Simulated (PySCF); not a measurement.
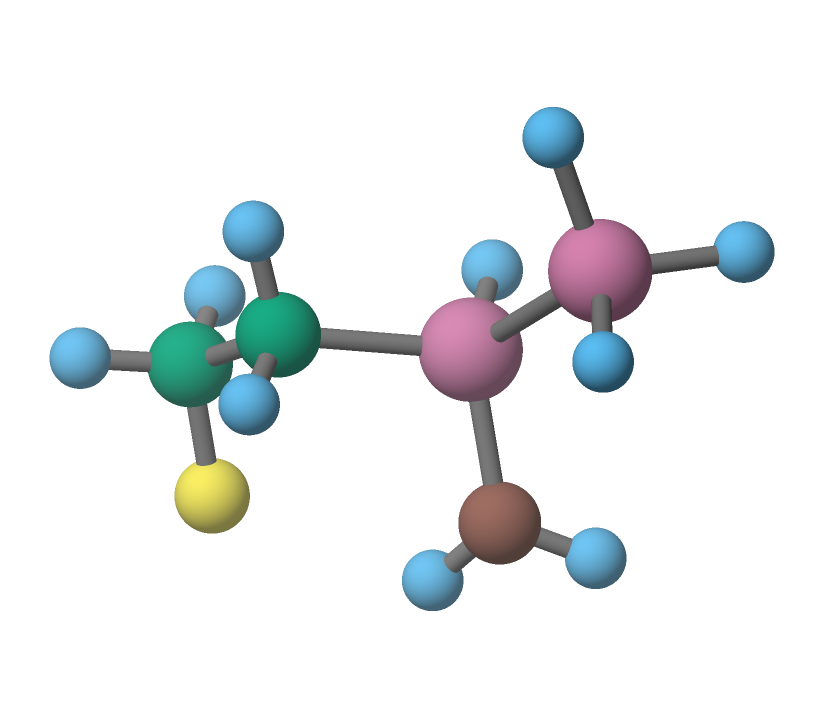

The picture shows a molecular structure as a ball-and-stick model. Colours: nitrogen brown, silicon pink, carbon teal, fluorine yellow, hydrogen blue.

Computed geometry: GFN2-xTB optimisation. No frequency run is at hand to confirm it as a minimum.

Which formula does it have?

C2H10FNSi2, 16 atoms: 2 carbon, 10 hydrogen, 1 fluorine, 1 nitrogen and 2 silicon.

Write the SMILES.

N[Si@H]([SiH3])CCF

Name some functional groups or characteristic bonds that it holds.

Among them: C–F bond, Si–H bond, Si–N bond.

Does it have rings?

It has no ring.

The parts below concern this one geometry. Atoms keep their numbers from picture to picture.

**Symmetry**

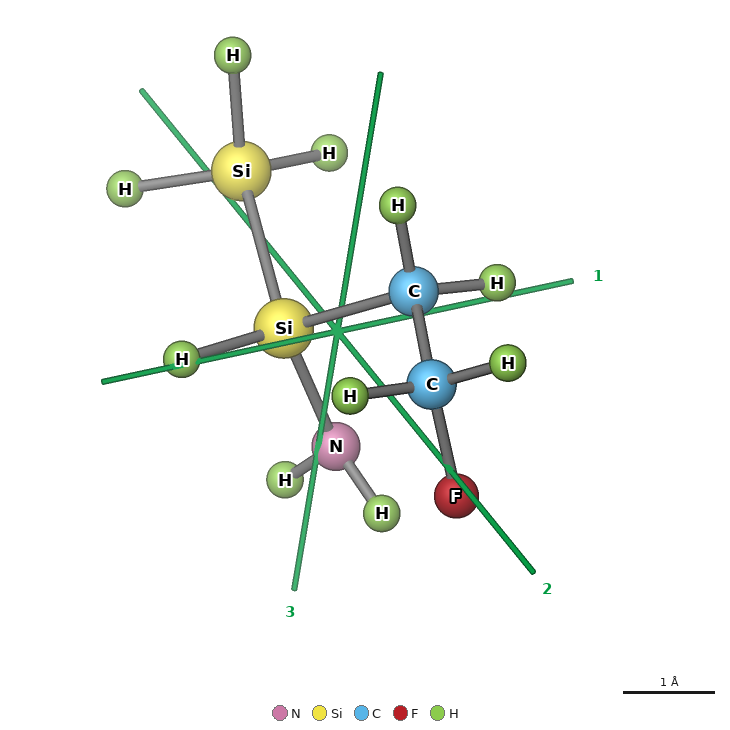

The three principal axes of inertia are drawn and numbered. Atoms fade into the background with distance from the viewer. No frequency run is at hand to confirm it as a minimum. Masses are those of the most abundant isotopes; constants are for the rigid equilibrium geometry.

Which line is the a axis (least moment of inertia), which b and which c?

a is line 2, b is line 3, c is line 1; the moments are 111, 468, 540 u Å².

Classify the rotor and give the rotational constants (GHz).

An asymmetric top (C1): A = 4.56, B = 1.08, C = 0.935 GHz. Ray's parameter κ is −0.92, close to the prolate limit.

**Dipole moment**

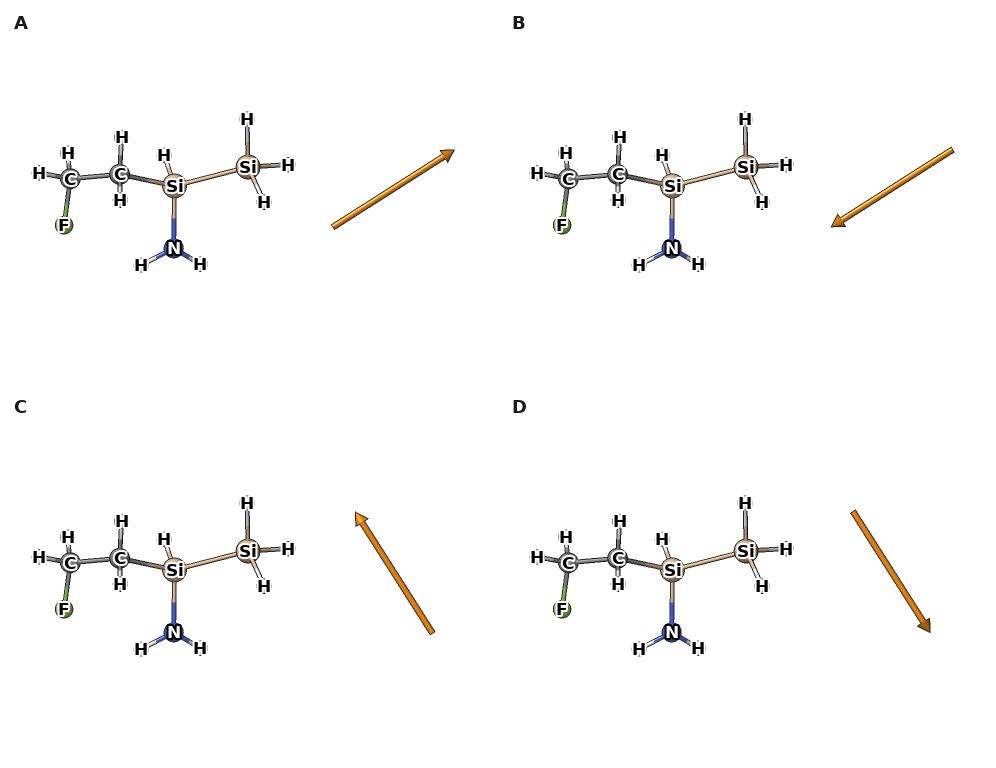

The same molecule four times, each with an arrow. No frequency run is at hand to confirm it as a minimum. Properties computed with PBE0/pcSseg-1, gas phase (PySCF 2.14.0).

Which arrow points along the dipole moment, from the negative to the positive end?

C. The dipole moment is 0.80 D.

**Polarisability**

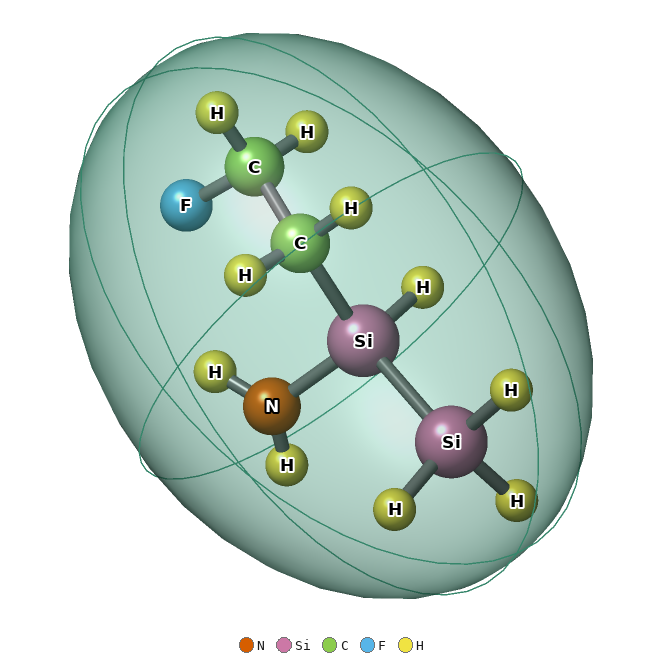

The ellipsoid shows the static dipole polarisability: its half-axes are proportional to the principal values. No frequency run is at hand to confirm it as a minimum. Computed with PBE0/def2-SVPD (PySCF 2.14.0).

Give the principal values, the mean and the anisotropy.

Principal values 79.5, 85.3, 107.9 bohr³; mean 90.9 bohr³ (13.47 Å³); anisotropy 26.0 bohr³, so the longest axis is 1.36 times the shortest.

**NMR shielding**

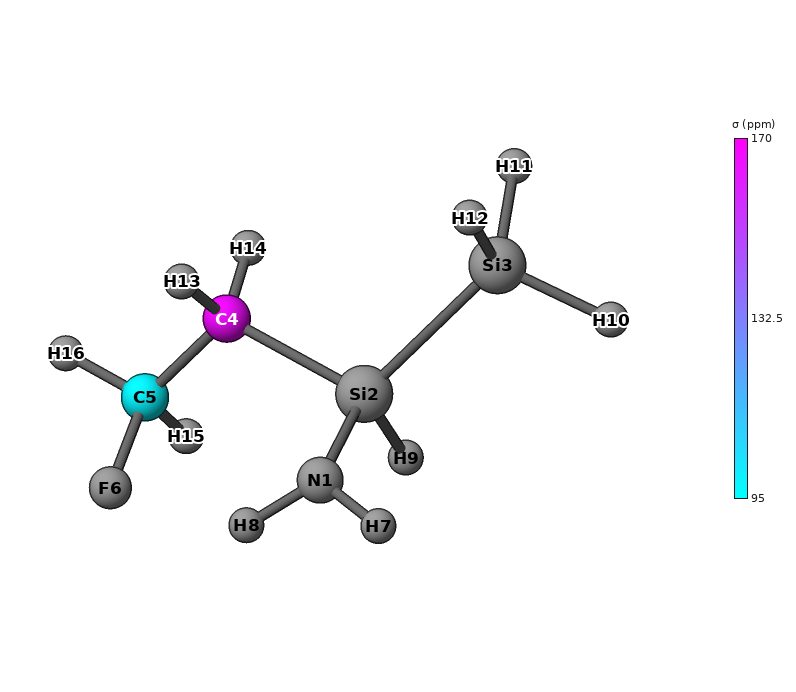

Atoms are coloured by their isotropic NMR shieldings (C only, the others grey). No frequency run is at hand to confirm it as a minimum. Method: GIAO PBE0/pcSseg-1 NMR shielding, non-relativistic, gas phase (PySCF 2.14.0).

Give the isotropic NMR shieldings of the C atoms atom by atom.

```tsv
atom	σ (ppm)
C4	165.8
C5	98.2
```

The geometry is semi-empirical. Around Si such bond lengths and angles can be off by a tenth of an ångström or more and by several degrees, and values that hang on the shape move with them.
